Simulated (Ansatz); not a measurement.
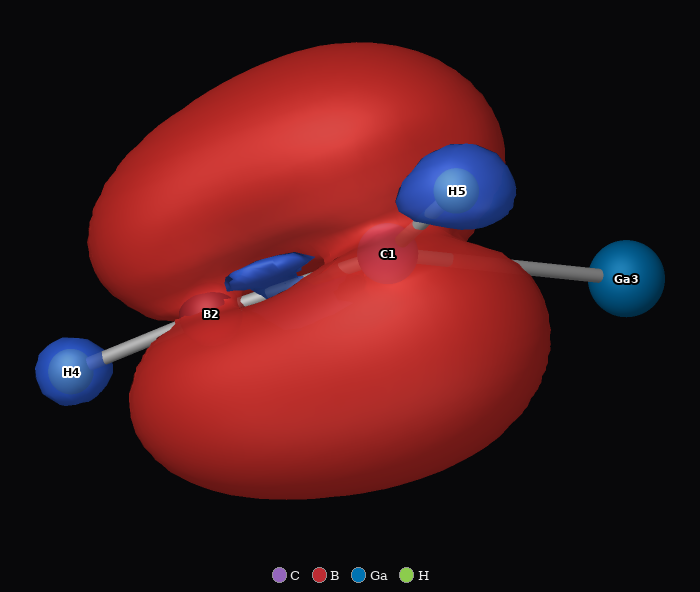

The picture shows: CH₂BGa (SMILES [BH+][CH][Ga]) (charge +1, doublet). Isosurfaces of the spin density at +0.015 (red) and −0.015 e/Å³ (blue), seen at an oblique angle.

Geometry: PBE0-D3(BJ)/def2-SVP.

Computed with Ansatz 0.2.0, isolated molecule in a Gaussian basis; Kohn-Sham density functional theory, functional PBE0.

```xyz
5

C    -1.8005   -2.1182    2.8589
B    -1.7434   -0.8246    3.4137
Ga   -2.7449   -2.4819    0.6842
H    -1.7748    0.3202    3.7264
H    -1.5045   -3.1267    3.1668
```

**Describe the spin distribution.**

The unpaired spin (1 electron) lies mostly on C1 (about 0.6) and B2 (about 0.3), in electrons by Hirshfeld's partition.
